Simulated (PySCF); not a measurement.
**[PbBr3]−: how settings move a single point**

Aim: repeat the single point on relaxed [PbBr3]− with altered settings, some of them bad on purpose. It is a constructed species; whether it can be made isn't addressed.

Program: PySCF 2.14.0. Level of theory: PBE, Pb def2-SVP with ECP60, Br def2-SVP; scalar-relativistic core potentials, no spin–orbit coupling. These are calculated values, not measurements.

2 further runs of the same task are left out: 1 for a known fault of the program, 1 that didn't finish.

### Step 1. The starting structure

4 atoms, charge -1, spin multiplicity 1.

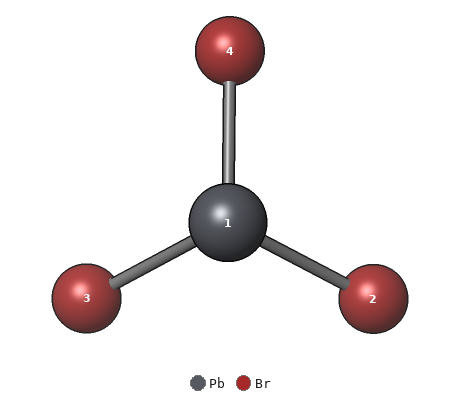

The geometry (lead dark grey, bromine red); atoms are numbered from 1 in the order of the file.

As a file:

```
atom    x (Å)    y (Å)    z (Å)
 Pb1   0.0050   0.7943   0.0000
 Br2  -1.2434  -0.4081   2.1744
 Br3  -1.2434  -0.4081  -2.1744
 Br4   2.5207  -0.3870   0.0000
```

Formal oxidation states: Pb +2. An earlier session relaxed this geometry at PBE, Pb def2-SVP with ECP60, Br def2-SVP (singlet, point group C3v).

The sound run used a (50, 194) grid (finer on f atoms), a threshold of 1e-8 and at most 55 cycles, and ended at -7913.543563 Eh.

### Step 2. Altered run 1

run.py (the lines that set the calculation)

```python
mol = gto.M(atom='''
Pb     0.00527     0.83399     0.00000
Br    -1.30558    -0.42846     2.28306
Br    -1.30558    -0.42846    -2.28306
Br     2.64670    -0.40634     0.00000''',
    basis={'Pb': 'def2-SVP', 'Br': 'def2-SVP'},
    ecp={'Pb': 'def2-SVP'},
    charge=-1, spin=0)
mf = dft.RKS(mol, xc='PBE')
mf.grids.atom_grid = (50, 194)
mf = mf.density_fit()  # fitting sets: Pb def2-universal-JKFIT, Br def2-universal-JKFIT
mf.conv_tol = 1e-08; mf.max_cycle = 55
mf.kernel(dm0)  # dm0: free metal ions and neutral atoms
```

On the command line:

```sh
$ OMP_NUM_THREADS=2 python run.py
```

Log:

```text
init E= -8038.56338993642
  HOMO = 0.115789730110291  LUMO = 0.123901241231089  gap/eV = 0.22073
cycle= 1 E= -7904.68422862608  delta_E=  134  |g|= 9.31  |ddm|= 7.23
  HOMO = 0.160271364694407  LUMO = 0.161628800173888  gap/eV = 0.03694
cycle= 2 E= -7851.39925785707  delta_E= 53.3  |g|= 9.86  |ddm|= 28.8
  HOMO = -0.276926625197552  LUMO = -0.13567646938713  gap/eV = 3.84361
cycle= 3 E= -7882.12119053971  delta_E= -30.7  |g|= 6.06  |ddm|= 36.7
  HOMO = -0.175391947758594  LUMO = -0.0517662933729424  gap/eV = 3.36403
cycle= 4 E= -7912.9114795277  delta_E= -30.8  |g|= 1.61  |ddm|= 21.6
  HOMO = 0.0228634870908264  LUMO = 0.0602257070282567  gap/eV = 1.01668
cycle= 5 E= -7912.35858779524  delta_E= 0.553  |g|= 1.74  |ddm|= 5.29
  HOMO = -0.011053462070553  LUMO = 0.0785728803183816  gap/eV = 2.43886
cycle= 6 E= -7913.41288152769  delta_E= -1.05  |g|= 0.589  |ddm|= 3.12
  HOMO = -0.0419361848595028  LUMO = 0.0583347228897393  gap/eV = 2.72851
cycle= 7 E= -7913.46949832062  delta_E= -0.0566  |g|= 0.463  |ddm|= 1.73
  HOMO = -0.0707603791284162  LUMO = 0.048628878766222  gap/eV = 3.24875
cycle= 8 E= -7913.53671787915  delta_E= -0.0672  |g|= 0.0353  |ddm|= 0.741
  HOMO = -0.0720973164138885  LUMO = 0.0460714473627371  gap/eV = 3.21554
cycle= 9 E= -7913.53706338201  delta_E= -0.000346  |g|= 0.0147  |ddm|= 0.0739
  HOMO = -0.0726849115024867  LUMO = 0.0465699817750766  gap/eV = 3.24509
cycle= 10 E= -7913.53713625861  delta_E= -7.29e-05  |g|= 0.0031  |ddm|= 0.029
  HOMO = -0.0725227327202133  LUMO = 0.0466951789117453  gap/eV = 3.24408
cycle= 11 E= -7913.53714027307  delta_E= -4.01e-06  |g|= 0.000789  |ddm|= 0.00653
  HOMO = -0.0725136411770299  LUMO = 0.0466979095151868  gap/eV = 3.24391
cycle= 12 E= -7913.53714045447  delta_E= -1.81e-07  |g|= 0.000263  |ddm|= 0.000965
  HOMO = -0.0725259069571641  LUMO = 0.0466689323604814  gap/eV = 3.24346
cycle= 13 E= -7913.53714048317  delta_E= -2.87e-08  |g|= 3.53e-05  |ddm|= 0.000501
  HOMO = -0.072524389502423  LUMO = 0.0466698854184831  gap/eV = 3.24344
cycle= 14 E= -7913.53714048363  delta_E= -4.62e-10  |g|= 6.1e-06  |ddm|= 8.53e-05
  HOMO = -0.0725247343789693  LUMO = 0.0466701335000584  gap/eV = 3.24346
Extra cycle  E= -7913.53714048361  delta_E= 1.82e-11  |g|= 8.33e-06  |ddm|= 2.99e-05
converged SCF energy = -7913.53714048361
```

Wall time 7.8 s (2 threads of Arm Neoverse V1, shared host).

Changed: the scale of all coordinates (1.05). It converges in 14 cycles, +0.175 eV from the sound run, with a largest force component of 1.07 eV/Å. The setting is unsound, so these numbers aren't the compound's.

### Step 3. Altered run 2

run.py (the lines that set the calculation)

```python
mol = gto.M(atom='''
Pb     0.00501     0.79428     0.00000
Br    -1.24341    -0.40806     2.17435
Br    -1.24341    -0.40806    -2.17435
Br     2.52067    -0.38699     0.00000''',
    basis={'Pb': 'def2-SVP', 'Br': 'def2-SVP'},
    ecp={'Pb': 'def2-SVP'},
    charge=-1, spin=0)
mf = dft.RKS(mol, xc='PBE')
mf.grids.atom_grid = (50, 194)
mf = mf.density_fit()  # fitting sets: Pb def2-universal-JKFIT, Br def2-universal-JKFIT
mf.conv_tol = 1e-06; mf.max_cycle = 55
mf.kernel(dm0)  # dm0: free metal ions and neutral atoms
```

On the command line:

```sh
$ OMP_NUM_THREADS=2 python run.py
```

Log:

```text
init E= -8038.63857522579
  HOMO = 0.11493389951631  LUMO = 0.135924291656404  gap/eV = 0.57118
cycle= 1 E= -7905.31536438572  delta_E=  133  |g|= 9.22  |ddm|= 7.16
  HOMO = 0.179701780973332  LUMO = 0.186322228582722  gap/eV = 0.18015
cycle= 2 E= -7860.0971589005  delta_E= 45.2  |g|= 11.9  |ddm|= 28.6
  HOMO = -0.157737819594953  LUMO = -0.11931230852642  gap/eV = 1.04561
cycle= 3 E= -7895.18344013928  delta_E= -35.1  |g|= 6.42  |ddm|= 32.2
  HOMO = -0.142180434132847  LUMO = 0.154224855747363  gap/eV = 8.06560
cycle= 4 E= -7912.5559726867  delta_E= -17.4  |g|=  1.9  |ddm|=   17
  HOMO = -0.00690450978908197  LUMO = 0.0974811212823374  gap/eV = 2.84048
cycle= 5 E= -7913.19886114434  delta_E= -0.643  |g|= 0.993  |ddm|=  4.7
  HOMO = -0.0598095754207101  LUMO = 0.0879178523173767  gap/eV = 4.01987
cycle= 6 E= -7913.51929261573  delta_E= -0.32  |g|= 0.241  |ddm|= 1.86
  HOMO = -0.0656926240401377  LUMO = 0.0683785065224968  gap/eV = 3.64826
cycle= 7 E= -7913.54280298764  delta_E= -0.0235  |g|= 0.0497  |ddm|= 0.442
  HOMO = -0.0631874689532257  LUMO = 0.0685122529868203  gap/eV = 3.58373
cycle= 8 E= -7913.54276406263  delta_E= 3.89e-05  |g|= 0.0497  |ddm|= 0.164
  HOMO = -0.0638558797127392  LUMO = 0.0687722708782919  gap/eV = 3.60900
cycle= 9 E= -7913.54354830621  delta_E= -0.000784  |g|= 0.00579  |ddm|= 0.087
  HOMO = -0.0641980126433866  LUMO = 0.0686767404062969  gap/eV = 3.61571
cycle= 10 E= -7913.54356242082  delta_E= -1.41e-05  |g|= 0.000863  |ddm|= 0.0118
  HOMO = -0.0641927935286579  LUMO = 0.0687358806516565  gap/eV = 3.61717
cycle= 11 E= -7913.54356264165  delta_E= -2.21e-07  |g|= 0.00025  |ddm|= 0.00121
  HOMO = -0.0642135720297428  LUMO = 0.0686901771128674  gap/eV = 3.61650
Extra cycle  E= -7913.5435626141  delta_E= 2.76e-08  |g|= 0.000373  |ddm|= 0.00101
converged SCF energy = -7913.5435626141
```

Wall time 6.8 s (2 threads of Arm Neoverse V1, shared host).

Changed: the SCF threshold (1e-06). It converges in 11 cycles, at the sound run's energy within 0.001 eV, with a largest force component of 0.02 eV/Å. The result survives the change.

### Step 4. Altered run 3

Edit run.py (the lines that set the calculation) of step 3 so:

```diff
@@ -11,3 +11,3 @@
 mf = mf.density_fit()  # fitting sets: Pb def2-universal-JKFIT, Br def2-universal-JKFIT
-mf.conv_tol = 1e-06; mf.max_cycle = 55
-mf.kernel(dm0)  # dm0: free metal ions and neutral atoms
+mf.conv_tol = 1e-08; mf.max_cycle = 55
+mf.kernel(dm0)  # dm0: smeared density
```

On the command line:

```sh
$ OMP_NUM_THREADS=2 python run.py
```

Log:

```text
init E= -7913.46134058026
  HOMO = -0.0669288721585423  LUMO = 0.0745356823455593  gap/eV = 3.84945
cycle= 1 E= -7913.53928197004  delta_E= -0.0779  |g|= 0.0962  |ddm|= 0.47
  HOMO = -0.0604007185470791  LUMO = 0.0588470688362003  gap/eV = 3.24490
cycle= 2 E= -7913.52282865745  delta_E= 0.0165  |g|= 0.232  |ddm|= 0.555
  HOMO = -0.063774915019755  LUMO = 0.0682807214192471  gap/eV = 3.59342
cycle= 3 E= -7913.54350594719  delta_E= -0.0207  |g|= 0.0114  |ddm|= 0.352
  HOMO = -0.0643064477317169  LUMO = 0.0685054358668331  gap/eV = 3.61400
cycle= 4 E= -7913.54356094148  delta_E= -5.5e-05  |g|= 0.00221  |ddm|= 0.0219
  HOMO = -0.0641682496076152  LUMO = 0.0687629219018462  gap/eV = 3.61724
cycle= 5 E= -7913.54356248897  delta_E= -1.55e-06  |g|= 0.000848  |ddm|= 0.00407
  HOMO = -0.0642042897820973  LUMO = 0.0687153692458727  gap/eV = 3.61693
cycle= 6 E= -7913.54356266321  delta_E= -1.74e-07  |g|= 7.17e-05  |ddm|= 0.00113
  HOMO = -0.064203662399524  LUMO = 0.068715416833212  gap/eV = 3.61691
cycle= 7 E= -7913.54356266434  delta_E= -1.14e-09  |g|= 2.63e-05  |ddm|= 0.000134
  HOMO = -0.0642052066852494  LUMO = 0.0687143816777854  gap/eV = 3.61693
Extra cycle  E= -7913.54356266402  delta_E= 3.22e-10  |g|= 4.1e-05  |ddm|= 0.000103
converged SCF energy = -7913.54356266402
```

It took 5.3 s on 2 threads of Arm Neoverse V1, shared host.

Changed: the starting guess (smeared density). It converges in 7 cycles, at the sound run's energy within 0.001 eV, with a largest force component of 0.02 eV/Å. The result survives the change.

### Step 5. Altered run 4

Edit run.py (the lines that set the calculation) of step 4 so:

```diff
@@ -9,5 +9,5 @@
 mf = dft.RKS(mol, xc='PBE')
-mf.grids.atom_grid = (50, 194)
+mf.grids.atom_grid = (40, 110)
 mf = mf.density_fit()  # fitting sets: Pb def2-universal-JKFIT, Br def2-universal-JKFIT
 mf.conv_tol = 1e-08; mf.max_cycle = 55
-mf.kernel(dm0)  # dm0: smeared density
+mf.kernel(dm0)  # dm0: free metal ions and neutral atoms
```

On the command line:

```sh
$ OMP_NUM_THREADS=2 python run.py
```

Log:

```text
init E= -8038.64375127657
  HOMO = 0.1148417124265  LUMO = 0.135907156204928  gap/eV = 0.57322
cycle= 1 E= -7905.32231025479  delta_E=  133  |g|= 9.22  |ddm|= 7.16
  HOMO = 0.179963031812913  LUMO = 0.186468493763129  gap/eV = 0.17702
cycle= 2 E= -7860.0679221177  delta_E= 45.3  |g|= 11.8  |ddm|= 28.6
  HOMO = -0.158009203974924  LUMO = -0.121718158404284  gap/eV = 0.98753
cycle= 3 E= -7895.16814088489  delta_E= -35.1  |g|= 6.41  |ddm|= 32.2
  HOMO = -0.140773142112842  LUMO = 0.154651672428029  gap/eV = 8.03892
cycle= 4 E= -7912.55875015286  delta_E= -17.4  |g|=  1.9  |ddm|=   17
  HOMO = -0.00536860181533927  LUMO = 0.0973537498929678  gap/eV = 2.79522
cycle= 5 E= -7913.20152444136  delta_E= -0.643  |g|= 0.997  |ddm|=  4.7
  HOMO = -0.0580851686622729  LUMO = 0.0879449596386921  gap/eV = 3.97368
cycle= 6 E= -7913.5236953377  delta_E= -0.322  |g|= 0.248  |ddm|= 1.87
  HOMO = -0.0653180188632521  LUMO = 0.0688179828896746  gap/eV = 3.65003
cycle= 7 E= -7913.54738325917  delta_E= -0.0237  |g|= 0.069  |ddm|= 0.474
  HOMO = -0.0633578876179281  LUMO = 0.0683374424783984  gap/eV = 3.58361
cycle= 8 E= -7913.54793958806  delta_E= -0.000556  |g|= 0.0528  |ddm|=  0.2
  HOMO = -0.0637784194994315  LUMO = 0.0688813572810361  gap/eV = 3.60986
cycle= 9 E= -7913.54882664094  delta_E= -0.000887  |g|= 0.00576  |ddm|= 0.0928
  HOMO = -0.0641317202281737  LUMO = 0.0687715794947547  gap/eV = 3.61648
cycle= 10 E= -7913.54884087934  delta_E= -1.42e-05  |g|= 0.000821  |ddm|= 0.012
  HOMO = -0.0641242966538931  LUMO = 0.0688253723666429  gap/eV = 3.61774
cycle= 11 E= -7913.5488410613  delta_E= -1.82e-07  |g|= 0.000263  |ddm|= 0.00119
  HOMO = -0.0641336731168786  LUMO = 0.0688085237030683  gap/eV = 3.61754
cycle= 12 E= -7913.54884108659  delta_E= -2.53e-08  |g|= 4.99e-05  |ddm|= 0.000436
  HOMO = -0.0641363967341692  LUMO = 0.0688040225062978  gap/eV = 3.61749
cycle= 13 E= -7913.54884108761  delta_E= -1.02e-09  |g|= 9.53e-06  |ddm|= 0.000103
  HOMO = -0.0641357720611416  LUMO = 0.0688047324323085  gap/eV = 3.61750
Extra cycle  E= -7913.54884108753  delta_E= 8e-11  |g|= 1.72e-05  |ddm|= 5.17e-05
converged SCF energy = -7913.54884108753
```

It took 6.8 s on 2 threads of Arm Neoverse V1, shared host.

Changed: the integration grid, to (40, 110). It converges in 13 cycles, -0.144 eV from the sound run, with a largest force component of 0.14 eV/Å. The setting is unsound, so these numbers aren't the compound's.

### Step 6. Altered run 5

run.py (the lines that set the calculation)

```python
mol = gto.M(atom='''
Pb     0.00501     0.79428     0.00000
Br    -1.24341    -0.40806     2.17435
Br    -1.24341    -0.40806    -2.17435
Br     2.52067    -0.38699     0.00000''',
    basis={'Pb': 'def2-SVP', 'Br': 'def2-SVP'},
    ecp={'Pb': 'def2-SVP'},
    charge=-1, spin=8)
mf = dft.UKS(mol, xc='PBE')
mf.grids.atom_grid = (50, 194)
mf = mf.density_fit()  # fitting sets: Pb def2-universal-JKFIT, Br def2-universal-JKFIT
mf.conv_tol = 1e-08; mf.max_cycle = 91
mf.kernel(dm0)  # dm0: free metal ions and neutral atoms
```

On the command line:

```sh
$ OMP_NUM_THREADS=2 python run.py
```

Log:

```text
init E= -8038.93956382722
cycle= 1 E= -7903.80518427645  delta_E=  135  |g|= 6.58  |ddm|= 7.74
cycle= 2 E= -7851.83611358501  delta_E=   52  |g|= 6.99  |ddm|= 19.8
cycle= 3 E= -7890.2932520408  delta_E= -38.5  |g|= 4.33  |ddm|= 23.3
cycle= 4 E= -7910.39668778328  delta_E= -20.1  |g|= 1.68  |ddm|=   10
cycle= 5 E= -7910.58468302216  delta_E= -0.188  |g|= 1.42  |ddm|= 11.7
cycle= 6 E= -7910.75991961637  delta_E= -0.175  |g|= 1.31  |ddm|= 9.37
cycle= 7 E= -7912.06443971732  delta_E= -1.3  |g|= 0.67  |ddm|= 7.87
cycle= 8 E= -7911.87764663548  delta_E= 0.187  |g|= 0.654  |ddm|=  6.7
cycle= 9 E= -7912.10574477827  delta_E= -0.228  |g|= 0.602  |ddm|= 6.72
cycle= 10 E= -7912.22846857871  delta_E= -0.123  |g|= 0.522  |ddm|= 2.01
cycle= 11 E= -7912.3537710153  delta_E= -0.125  |g|= 0.422  |ddm|= 2.47
cycle= 12 E= -7912.33628965996  delta_E= 0.0175  |g|= 0.434  |ddm|= 0.821
cycle= 13 E= -7912.23361220745  delta_E= 0.103  |g|= 0.502  |ddm|= 1.24
cycle= 14 E= -7912.31570861742  delta_E= -0.0821  |g|= 0.449  |ddm|= 1.75
cycle= 15 E= -7912.40301921619  delta_E= -0.0873  |g|= 0.384  |ddm|= 0.689
cycle= 16 E= -7912.36971791159  delta_E= 0.0333  |g|= 0.411  |ddm|= 0.437
cycle= 17 E= -7912.52787623632  delta_E= -0.158  |g|= 0.249  |ddm|= 0.951
cycle= 18 E= -7912.48453221052  delta_E= 0.0433  |g|= 0.298  |ddm|= 0.902
cycle= 19 E= -7912.23630418878  delta_E= 0.248  |g|= 0.51  |ddm|= 2.16
cycle= 20 E= -7912.46849782077  delta_E= -0.232  |g|= 0.321  |ddm|= 2.54
cycle= 21 E= -7912.49564528657  delta_E= -0.0271  |g|= 0.29  |ddm|= 0.301
...
cycle= 64 E= -7912.54155335608  delta_E= -0.0191  |g|= 0.222  |ddm|=    1
cycle= 65 E= -7912.58485093262  delta_E= -0.0433  |g|=  0.1  |ddm|= 0.372
cycle= 66 E= -7912.55473927849  delta_E= 0.0301  |g|= 0.194  |ddm|= 0.471
cycle= 67 E= -7912.53262758938  delta_E= 0.0221  |g|= 0.238  |ddm|= 0.197
cycle= 68 E= -7912.56258750239  delta_E= -0.03  |g|= 0.175  |ddm|=  0.2
cycle= 69 E= -7912.56465121666  delta_E= -0.00206  |g|= 0.169  |ddm|= 0.0925
cycle= 70 E= -7912.56410445644  delta_E= 0.000547  |g|= 0.171  |ddm|= 0.0916
cycle= 71 E= -7912.56911959441  delta_E= -0.00502  |g|= 0.157  |ddm|= 0.102
cycle= 72 E= -7912.58735254637  delta_E= -0.0182  |g|= 0.0866  |ddm|= 0.163
cycle= 73 E= -7912.58979308066  delta_E= -0.00244  |g|= 0.0712  |ddm|= 0.363
cycle= 74 E= -7912.59474910045  delta_E= -0.00496  |g|= 0.0122  |ddm|= 0.214
cycle= 75 E= -7912.59482366809  delta_E= -7.46e-05  |g|= 0.00853  |ddm|= 0.0329
cycle= 76 E= -7912.59478935351  delta_E= 3.43e-05  |g|= 0.0103  |ddm|= 0.0378
cycle= 77 E= -7912.59489158868  delta_E= -0.000102  |g|= 0.00213  |ddm|= 0.0237
cycle= 78 E= -7912.59489527785  delta_E= -3.69e-06  |g|= 0.000904  |ddm|= 0.00622
cycle= 79 E= -7912.59489596455  delta_E= -6.87e-07  |g|= 0.000349  |ddm|= 0.00218
cycle= 80 E= -7912.59489578682  delta_E= 1.78e-07  |g|= 0.000551  |ddm|= 0.0023
cycle= 81 E= -7912.59489605074  delta_E= -2.64e-07  |g|= 0.000197  |ddm|= 0.000778
cycle= 82 E= -7912.59489608815  delta_E= -3.74e-08  |g|= 4e-05  |ddm|= 0.000573
cycle= 83 E= -7912.5948960895  delta_E= -1.36e-09  |g|= 1.73e-05  |ddm|= 0.000203
Extra cycle  E= -7912.59489517208  delta_E= 9.17e-07  |g|= 0.000961  |ddm|= 0.00204
SCF not converged.
```

Run time: 36 s. Hardware: 2 threads of Arm Neoverse V1, shared host.

Changed: the spin (8 unpaired electrons); the cycle limit is 91. The SCF doesn't converge.

### Step 7. Results

| run | changed | ending | energy change (eV) | cycles | time | usable |
| --- | --- | --- | --- | --- | --- | --- |
| 1 | the scale of all coordinates | converged | +0.175 | 14 | 7.8 s | no |
| 2 | the SCF threshold | converged | 0.000 | 11 | 6.8 s | yes |
| 3 | the starting guess | converged | 0.000 | 7 | 5.3 s | yes |
| 4 | the integration grid | converged | -0.144 | 13 | 6.8 s | no |
| 5 | the spin | not converged | – | 83 | 36 s | no |

2 of 5 altered runs give a usable result. 2 ended normally with numbers unfit to quote.
